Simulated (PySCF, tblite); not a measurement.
# H7NO3Si2, a small molecule taken as a stand-in for a surface group (hydroxylated Si): NMR shifts, core binding energies and electronic excitations

Aim: the NMR shifts, core binding energies and electronic excitations of `O[Si](O)(O)N[SiH3]`.

Computed with tblite 0.8.0 and PySCF 2.14.0; each step states its level. No surroundings beyond the atoms listed, unless a continuum is named. Atoms count from 0, parts from 1.

## 1. Starting point

13 atoms, charge 0, multiplicity 1; geometry: distance geometry start.

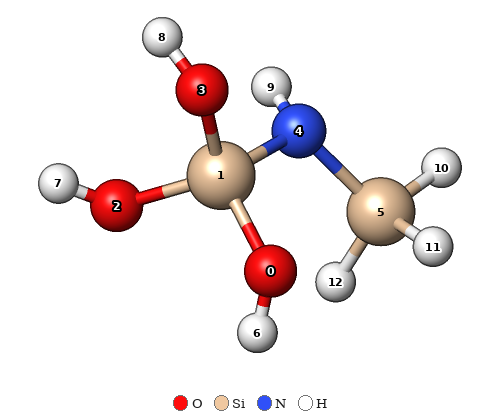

The starting geometry (oxygen red, silicon light orange, nitrogen blue, hydrogen white), atoms numbered.

## 2. Geometry optimisation with GFN2-xTB

Job settings and geometry (Å):

```
{"job": {"kind": "relax", "xc": "GFN2-xTB", "basis": "xTB"}, "charge": 0, "multiplicity": 1}
O      0.081856    -0.488978     0.759437
Si    -1.500268    -0.355332    -0.007028
O     -2.140357    -1.964145    -0.373536
O     -2.613191     0.491420     1.083970
N     -1.343861     0.607502    -1.570293
Si     0.313103     0.635444    -2.308319
H      0.660796    -1.246477     0.679316
H     -2.918243    -2.345922     0.034901
H     -3.588857     0.497075     0.988837
H     -2.127555     0.546329    -2.201926
H      0.332450     1.496984    -3.431618
H      1.232474     1.154024    -1.352897
H      0.682297    -0.655315    -2.683272
```

Method: GFN2-xTB geometry optimisation, gas phase.

Run with:

```
$ OMP_NUM_THREADS=1 python cluster_run.py task.json out
```

This one command runs all jobs of the session in turn.

What it wrote:

```text
step      E/eV     max force
  0    -606.36274    2.990
  1    -606.81458    1.950
  2    -607.33350    1.567
  3    -607.42471    0.920
  4    -607.49943    0.865
  5    -607.55549    1.046
  6    -607.60753    0.624
  7    -607.63088    0.527
  8    -607.64522    0.403
  9    -607.65637    0.341
 10    -607.66473    0.260
 11    -607.66978    0.214
 12    -607.67543    0.231
 13    -607.68212    0.300
 14    -607.68969    0.323
 15    -607.69591    0.204
 16    -607.69981    0.161
 17    -607.70362    0.185
 18    -607.70847    0.240
 19    -607.71317    0.202
 20    -607.71768    0.182
 21    -607.72264    0.174
 22    -607.72879    0.297
 23    -607.73513    0.347
 24    -607.73932    0.242
 25    -607.74208    0.179
 26    -607.74472    0.122
 27    -607.74771    0.165
 28    -607.75270    0.264
 29    -607.75763    0.246
 30    -607.76009    0.136
 31    -607.76130    0.083
 32    -607.76240    0.113
 33    -607.76386    0.130
 34    -607.76529    0.080
 35    -607.76631    0.098
 36    -607.76685    0.067
 37    -607.76756    0.076
 38    -607.76843    0.054
 39    -607.76900    0.051
 40    -607.76936    0.047
 41    -607.76973    0.048
 42    -607.77025    0.064
 43    -607.77108    0.091
 44    -607.77196    0.108
 45    -607.77258    0.091
 46    -607.77301    0.065
 47    -607.77346    0.053
 48    -607.77414    0.066
 49    -607.77518    0.100
 50    -607.77344    0.360
 51    -607.77596    0.080
 52    -607.77621    0.049
 53    -607.77648    0.040
 54    -607.77660    0.037
 55    -607.77726    0.071
 56    -607.77749    0.048
 57    -607.77765    0.025
 58    -607.77777    0.047
 59    -607.77794    0.060
 60    -607.77813    0.046
 61    -607.77838    0.029
 62    -607.77866    0.037
 63    -607.77904    0.048
 64    -607.77962    0.052
 65    -607.78038    0.102
 66    -607.77968    0.311
 67    -607.78139    0.160
 68    -607.78191    0.063
 69    -607.78290    0.106
 70    -607.78445    0.249
 71    -607.78569    0.342
 72    -607.78797    0.392
 73    -607.79141    0.279
 74    -607.79422    0.626
 75    -607.79942    0.392
 76    -607.80335    0.243
 77    -607.80611    0.174
 78    -607.81005    0.532
 79    -607.81701    0.334
 80    -607.82528    0.347
 81    -607.81537    1.348
 82    -607.83959    0.421
 83    -607.83314    0.902
 84    -607.84797    0.145
 85    -607.85155    0.213
 86    -607.85592    0.288
 87    -607.85863    0.192
 88    -607.86251    0.144
 89    -607.86620    0.157
 90    -607.86972    0.212
 91    -607.87030    0.414
 92    -607.87235    0.303
 93    -607.87354    0.157
 94    -607.87494    0.097
 95    -607.87929    0.147
 96    -607.88181    0.140
 97    -607.88556    0.104
 98    -607.88698    0.078
 99    -607.88775    0.234
100    -607.88886    0.108
101    -607.88995    0.064
102    -607.89116    0.090
103    -607.89201    0.078
104    -607.89282    0.124
105    -607.89372    0.125
106    -607.89487    0.181
107    -607.89645    0.140
108    -607.89816    0.180
109    -607.89995    0.134
110    -607.89997    0.319
111    -607.90221    0.103
112    -607.90329    0.106
113    -607.90495    0.311
114    -607.90662    0.129
115    -607.90744    0.086
116    -607.90745    0.234
117    -607.90834    0.057
118    -607.90853    0.059
119    -607.90914    0.075
120    -607.90941    0.071
121    -607.90994    0.057
122    -607.91022    0.058
123    -607.91058    0.077
124    -607.91099    0.103
125    -607.91167    0.133
126    -607.91254    0.144
127    -607.91352    0.114
128    -607.91436    0.118
129    -607.91509    0.057
130    -607.91475    0.371
131    -607.91653    0.060
132    -607.91725    0.053
133    -607.91845    0.108
134    -607.91873    0.061
135    -607.91890    0.054
136    -607.91918    0.044
137    -607.91929    0.046
138    -607.91940    0.050
139    -607.91950    0.053
140    -607.91967    0.046
141    -607.91984    0.032
142    -607.92002    0.035
143    -607.92020    0.040
144    -607.92040    0.044
145    -607.92057    0.033
146    -607.92068    0.025
147    -607.92076    0.021
148    -607.92083    0.020
149    -607.92091    0.021
150    -607.92099    0.020
151    -607.92105    0.020
152    -607.92109    0.016
153    -607.92113    0.023
154    -607.92117    0.027
155    -607.92120    0.020
156    -607.92123    0.012
157    -607.92129    0.017
158    -607.92135    0.021
159    -607.92141    0.020
160    -607.92146    0.020
161    -607.92152    0.021
162    -607.92160    0.018
163    -607.92168    0.024
164    -607.92176    0.026
165    -607.92181    0.024
166    -607.92186    0.031
167    -607.92192    0.036
168    -607.92202    0.039
169    -607.92216    0.040
170    -607.92232    0.051
171    -607.92248    0.050
172    -607.92266    0.044
173    -607.92289    0.039
174    -607.92318    0.050
175    -607.92357    0.074
176    -607.92401    0.089
177    -607.92412    0.070
178    -607.92441    0.038
179    -607.92465    0.034
180    -607.92487    0.057
181    -607.92500    0.048
182    -607.92511    0.030
183    -607.92520    0.025
184    -607.92538    0.034
185    -607.92553    0.046
186    -607.92571    0.043
187    -607.92590    0.045
188    -607.92606    0.032
189    -607.92629    0.032
190    -607.92647    0.044
191    -607.92669    0.053
192    -607.92670    0.058
193    -607.92699    0.021
194    -607.92709    0.027
195    -607.92726    0.025
196    -607.92732    0.020
197    -607.92742    0.023
198    -607.92747    0.019
199    -607.92750    0.014
200    -607.92753    0.013
201    -607.92753    0.013
202    -607.92821    0.055
203    -607.92847    0.137
204    -607.92891    0.067
205    -607.92933    0.068
206    -607.92958    0.131
207    -607.93004    0.055
208    -607.93026    0.065
209    -607.93056    0.051
210    -607.92780    0.397
211    -607.93088    0.045
212    -607.93049    0.131
213    -607.93103    0.034
214    -607.93095    0.086
215    -607.93119    0.014
216    -607.93126    0.024
217    -607.93130    0.061
218    -607.93142    0.037
219    -607.93130    0.078
220    -607.93153    0.014
221    -607.93110    0.109
222    -607.93157    0.025
223    -607.93156    0.039
224    -607.93165    0.017
225    -607.93167    0.058
226    -607.93172    0.053
227    -607.93177    0.035
228    -607.93190    0.032
229    -607.93158    0.118
230    -607.93201    0.022
231    -607.93210    0.050
232    -607.93192    0.196
233    -607.93231    0.041
234    -607.93248    0.052
235    -607.93265    0.159
236    -607.93291    0.067
237    -607.93318    0.062
238    -607.93369    0.106
239    -607.93422    0.084
240    -607.93463    0.122
241    -607.93494    0.172
242    -607.93295    0.175
243    -607.93486    0.172
244    -607.93457    0.204
245    -607.93529    0.155
246    -607.93503    0.264
247    -607.93601    0.038
248    -607.93604    0.051
249    -607.93618    0.032
250    -607.93626    0.038
251    -607.93636    0.055
252    -607.93642    0.042
253    -607.93650    0.028
254    -607.93660    0.030
255    -607.93664    0.062
256    -607.93685    0.038
257    -607.93691    0.036
258    -607.93702    0.034
259    -607.93713    0.038
260    -607.93720    0.046
261    -607.93712    0.123
262    -607.93732    0.055
263    -607.93744    0.048
264    -607.93755    0.030
265    -607.93765    0.049
266    -607.93778    0.046
267    -607.93802    0.046
268    -607.93808    0.085
269    -607.93828    0.073
270    -607.93858    0.031
271    -607.93872    0.146
272    -607.93917    0.049
273    -607.93943    0.064
274    -607.93947    0.155
275    -607.93996    0.057
276    -607.94012    0.045
277    -607.94026    0.055
278    -607.94036    0.017
279    -607.94036    0.034
280    -607.94039    0.011
281    -607.94040    0.010
282    -607.94040    0.010
283    -607.94043    0.005
```

Wall time 3.8 s (1 thread of Intel Xeon Platinum 8488C, shared host).

Along the way:

```
step  energy from step 0 (eV)  largest force (eV/Å)
   0                   0.0000                2.9900
  11                  -1.3070                0.2146
  22                  -1.3660                0.2969
  33                  -1.4011                0.1303
  44                  -1.4092                0.1078
  55                  -1.4145                0.0712
  66                  -1.4169                0.3111
  77                  -1.4434                0.1740
  88                  -1.4998                0.1445
  99                  -1.5250                0.2338
 110                  -1.5372                0.3187
 121                  -1.5472                0.0572
 132                  -1.5545                0.0533
 143                  -1.5575                0.0404
 154                  -1.5584                0.0263
 165                  -1.5591                0.0234
 176                  -1.5613                0.0886
 187                  -1.5632                0.0456
 198                  -1.5647                0.0199
 209                  -1.5678                0.0508
 220                  -1.5688                0.0142
 231                  -1.5694                0.0505
 242                  -1.5702                0.1752
 253                  -1.5738                0.0280
 264                  -1.5748                0.0290
 275                  -1.5772                0.0564
 283                  -1.5777                0.0052
```

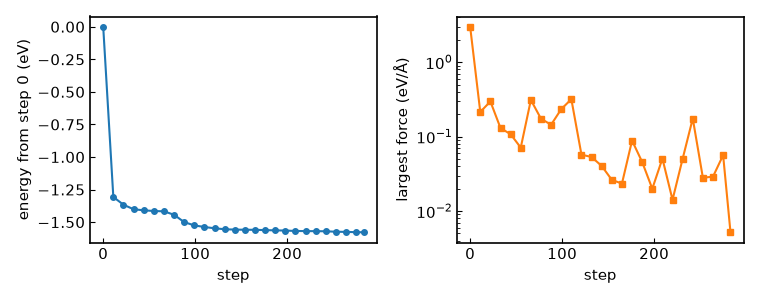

Energy and force, step by step.

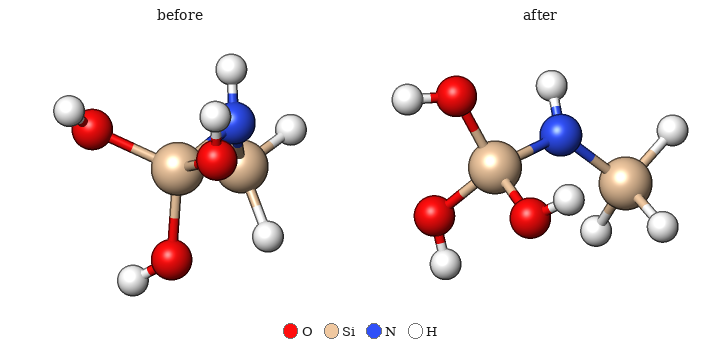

Before and after, at one scale.

Close pairs (by a distance rule), those that changed most:

```
   bond  before (Å)  after (Å)  change (Å)
 Si1–O2       1.770      1.623      -0.147
 Si1–O3       1.774      1.630      -0.144
 O0–Si1       1.763      1.625      -0.138
 Si1–N4       1.843      1.729      -0.114
 N4–Si5       1.814      1.723      -0.091
Si5–H12       1.394      1.472      +0.078
Si5–H10       1.416      1.463      +0.048
Si5–H11       1.424      1.466      +0.042
```

## 3. Optimising the geometry at PBE0-D3(BJ)/def2-SVP

Job settings and geometry (Å):

```
{"job": {"xc": "PBE0", "basis": "def2-SVP", "d3": "d3bj", "grid": 2, "kind": "geom", "shake": 0.01}, "charge": 0, "multiplicity": 1}
O      0.627040    -1.988672     0.549988
Si    -0.512183    -0.787668     0.448588
O     -1.948120    -1.479393     0.078486
O     -0.429341    -0.028840     1.892199
N     -0.270658     0.366329    -0.822952
Si     0.993788     1.539536    -0.943234
H      1.452848    -1.763438     0.953905
H     -2.057636    -2.369585     0.365769
H     -1.026642     0.730831     2.050860
H     -0.779149     0.167231    -1.645055
H      0.636189     2.361565    -2.084734
H      1.034364     2.310010     0.309826
H      2.289711     0.924721    -1.146240
```

What it wrote:

```text
step   0  E = -862.86820940  max force = 0.031761
step   1  E = -862.87350774  max force = 0.007395
step   2  E = -862.87377613  max force = 0.001252
step   3  E = -862.87389833  max force = 0.001773
step   4  E = -862.87414052  max force = 0.003828
step   5  E = -862.87430764  max force = 0.003540
step   6  E = -862.87443958  max force = 0.001184
step   7  E = -862.87453604  max force = 0.001293
step   8  E = -862.87463004  max force = 0.001831
step   9  E = -862.87479237  max force = 0.001849
step  10  E = -862.87490517  max force = 0.001717
step  11  E = -862.87498079  max force = 0.001131
step  12  E = -862.87500230  max force = 0.000818
step  13  E = -862.87501192  max force = 0.000458
step  14  E = -862.87502073  max force = 0.000607
step  15  E = -862.87503001  max force = 0.000819
step  16  E = -862.87503473  max force = 0.000923
step  17  E = -862.87504039  max force = 0.000451
step  18  E = -862.87504232  max force = 0.000105
optimisation converged
```

Run time: 2.5 min. Hardware: 1 thread of Intel Xeon Platinum 8488C, shared host; peak memory 0.68 GiB.

Relaxation path:

```
step  energy from step 0 (eV)  largest force component (eV/Å)
   0                   0.0000                          1.6332
   1                  -0.1442                          0.3803
   2                  -0.1515                          0.0644
   3                  -0.1548                          0.0912
   4                  -0.1614                          0.1968
   5                  -0.1659                          0.1820
   6                  -0.1695                          0.0609
   7                  -0.1722                          0.0665
   8                  -0.1747                          0.0942
   9                  -0.1791                          0.0951
  10                  -0.1822                          0.0883
  11                  -0.1843                          0.0582
  12                  -0.1848                          0.0421
  13                  -0.1851                          0.0236
  14                  -0.1853                          0.0312
  15                  -0.1856                          0.0421
  16                  -0.1857                          0.0475
  17                  -0.1859                          0.0232
  18                  -0.1859                          0.0054
```

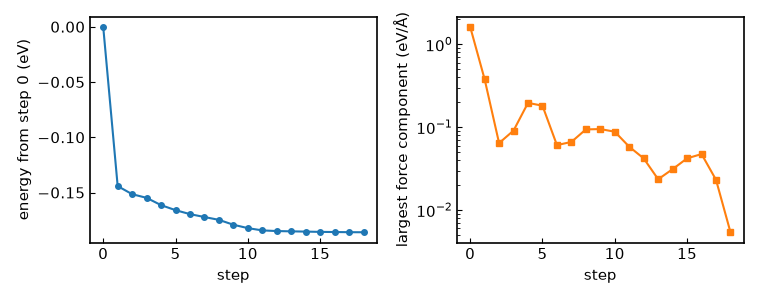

Energy and force, step by step.

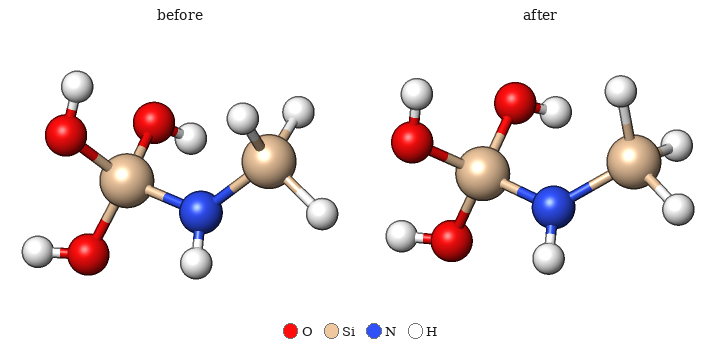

Before and after, at one scale.

Close pairs (by a distance rule), those that changed most:

```
   bond  before (Å)  after (Å)  change (Å)
Si5–H12       1.449      1.495      +0.046
Si5–H10       1.451      1.493      +0.042
  N4–H9       0.987      1.015      +0.028
Si5–H11       1.472      1.498      +0.027
 Si1–O3       1.633      1.659      +0.026
  O2–H7       0.942      0.962      +0.020
  O3–H8       0.979      0.962      -0.017
 Si1–N4       1.734      1.717      -0.017
```

The end geometry stands in the next job.

```
                         at the end point                value
  point group (found at 0.08 Å tolerance)                   C1
rotational constants (GHz, main isotopes)  3.827, 1.409, 1.359
                        dipole moment (D)                 0.08
```

## 4. Shielding tensors: PBE0/pcSseg-1

Job settings and geometry (Å):

```
{"job": {"kind": "nmr", "xc": "PBE0", "basis": "pcSseg-1"}, "charge": 0, "multiplicity": 1}
O      0.478122    -2.245458     0.382854
Si    -0.420694    -0.860109     0.381611
O     -1.993641    -1.348665     0.325430
O      0.038463    -0.039855     1.748414
N     -0.189361     0.226520    -0.927071
Si     0.769922     1.678533    -0.883741
H      1.382474    -2.164043     0.698005
H     -2.159972    -2.205468     0.730192
H     -0.424891     0.782870     1.931767
H     -0.661617     0.011035    -1.799548
H      0.753939     2.275335    -2.252188
H      0.227756     2.689110     0.080665
H      2.185262     1.407976    -0.485333
```

Level: GIAO PBE0/pcSseg-1 NMR shielding, non-relativistic, gas phase.

What it wrote:

```text
coarse grid: 11912 points
cycle   1  E = -862.9300809056  dE =  6.663e-01  |g| = 1.158e+00  |ddm| = 3.300e+00
cycle   2  E = -862.7284543208  dE =  2.016e-01  |g| = 1.574e+00  |ddm| = 1.676e+00
cycle   3  E = -863.1638290568  dE = -4.354e-01  |g| = 6.089e-02  |ddm| = 1.053e+00
cycle   4  E = -863.1642104209  dE = -3.814e-04  |g| = 3.936e-02  |ddm| = 5.819e-02
cycle   5  E = -863.1645134990  dE = -3.031e-04  |g| = 7.888e-03  |ddm| = 3.145e-02
cycle   6  E = -863.1645261105  dE = -1.261e-05  |g| = 9.499e-04  |ddm| = 5.897e-03
cycle   7  E = -863.1645262557  dE = -1.452e-07  |g| = 4.835e-04  |ddm| = 1.194e-03
final grid: 106072 points
cycle   8  E = -863.2241004990  dE = -1.893e-05  |g| = 8.986e-03  |ddm| = 1.344e-02
cycle   9  E = -863.2240815826  dE =  1.892e-05  |g| = 1.347e-02  |ddm| = 1.354e-02
cycle  10  E = -863.2241146267  dE = -3.304e-05  |g| = 4.577e-04  |ddm| = 8.327e-03
cycle  11  E = -863.2241146560  dE = -2.928e-08  |g| = 2.509e-04  |ddm| = 4.649e-04
cycle  12  E = -863.2241146674  dE = -1.141e-08  |g| = 3.845e-05  |ddm| = 1.600e-04
cycle  13  E = -863.2241146676  dE = -2.224e-10  |g| = 1.325e-05  |ddm| = 3.719e-05
converged SCF energy = -863.2241146676

GIAO shielding tensors (ppm)
atom      isotropic    diamagn.    paramagn.     s11        s22        s33       span
  0 O      283.968     389.860    -105.892    262.405    268.657    320.841     58.437
  1 Si     407.616     880.927    -473.311    386.482    403.475    432.892     46.410
  2 O      282.175     387.969    -105.795    254.306    267.325    324.894     70.588
  3 O      278.043     391.684    -113.641    256.060    267.627    310.441     54.381
  4 N      250.408     327.637     -77.229    223.976    231.012    296.236     72.260
  5 Si     407.007     879.468    -472.461    362.028    389.822    469.170    107.142
  6 H       29.415      32.138      -2.724     21.316     24.393     42.536     21.220
  7 H       29.433      29.283       0.150     21.080     24.066     43.153     22.073
  8 H       29.496      33.009      -3.513     22.087     24.486     41.915     19.828
  9 H       30.910      32.511      -1.601     22.149     27.998     42.583     20.434
 10 H       26.729      28.302      -1.573     23.524     24.675     31.989      8.465
 11 H       26.767      29.634      -2.866     22.956     25.286     32.060      9.104
 12 H       26.652      29.415      -2.762     23.009     25.064     31.885      8.876
```

Wall time 14 s (1 thread of Intel Xeon Platinum 8488C, shared host); peak memory 0.87 GiB.

Shifts follow as δ = σ(reference) − σ, with reference shieldings (ppm) from runs at the same level and on the same kind of geometry: $^{1}$H TMS 31.27, $^{29}$Si TMS 352.0, $^{15}$N NH3 265.7, $^{17}$O H2O 334.6. The references are single molecules in the gas phase, so shifts against H2O, NH3, PH3, H3PO4 or CFCl3 are not on the usual liquid scales and can be off by tens of ppm.

```
atoms                            environment  σ (ppm)  δ (ppm)
  H12      hydrogen on a silicon bonded to N    26.65     4.61
  H10      hydrogen on a silicon bonded to N    26.73     4.54
  H11      hydrogen on a silicon bonded to N    26.77     4.50
   H6     hydrogen on an oxygen bonded to Si    29.41     1.85
   H7     hydrogen on an oxygen bonded to Si    29.43     1.83
   H8     hydrogen on an oxygen bonded to Si    29.50     1.77
   H9  hydrogen on a nitrogen bonded to 2 Si    30.91     0.36
   O3                 oxygen bonded to Si, H    278.0     56.5
   O2                 oxygen bonded to Si, H    282.2     52.4
   O0                 oxygen bonded to Si, H    284.0     50.6
  Si5               silicon bonded to N, 3 H    407.0    -55.0
  Si1               silicon bonded to N, 3 O    407.6    -55.6
   N4             nitrogen bonded to 2 Si, H    250.4     15.3
```

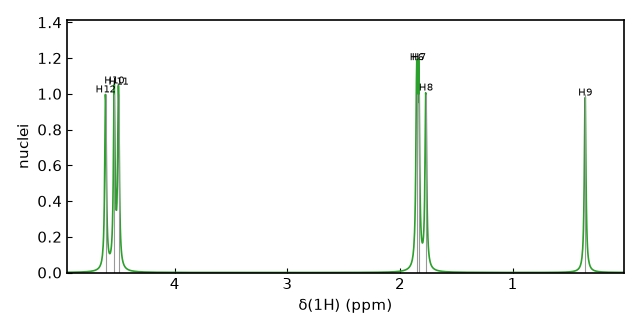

$^{1}$H lines at the computed shifts, without couplings. Lines are broadened to a width of 0.02 ppm (Lorentzian).

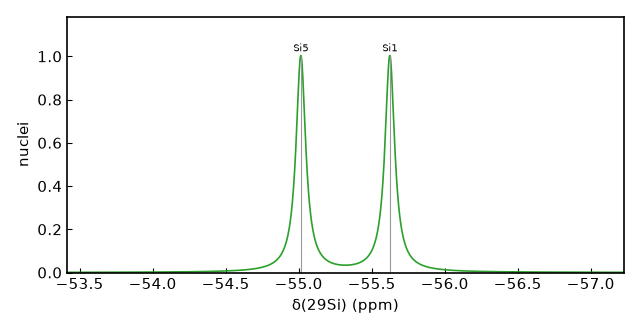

$^{29}$Si lines at the computed shifts, without couplings. Lines are broadened to a width of 0.08 ppm (Lorentzian).

Charges from the same density, by scheme (e):

```
atoms  Mulliken    IAO  Hirshfeld  ESP fit
   O0     -0.56  -0.80      -0.32    -0.79
  Si1      1.27   1.62       0.54     1.22
   O2     -0.56  -0.79      -0.32    -0.77
   O3     -0.58  -0.80      -0.31    -0.77
   N4     -0.85  -0.96      -0.34    -0.84
  Si5      0.59   0.73       0.34     0.47
```

ESP fit charges:

O0 -0.79; Si1 1.22; O2 -0.77; O3 -0.77; N4 -0.84; Si5 0.47; H6 0.48; H7 0.46; H8 0.45; H9 0.40; H10 -0.09; H11 -0.11; H12 -0.10

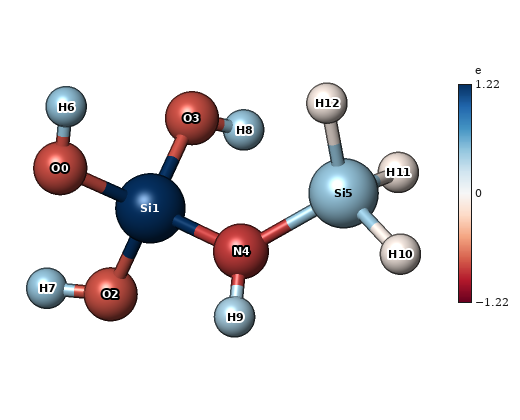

ESP fit charges, as colours on the atoms.

Mayer bond orders: O0–Si1 1.06, Si1–O2 1.06, Si1–O3 0.96, Si1–N4 0.96, N4–Si5 0.95.

(Part 1 of 2 ends here.)
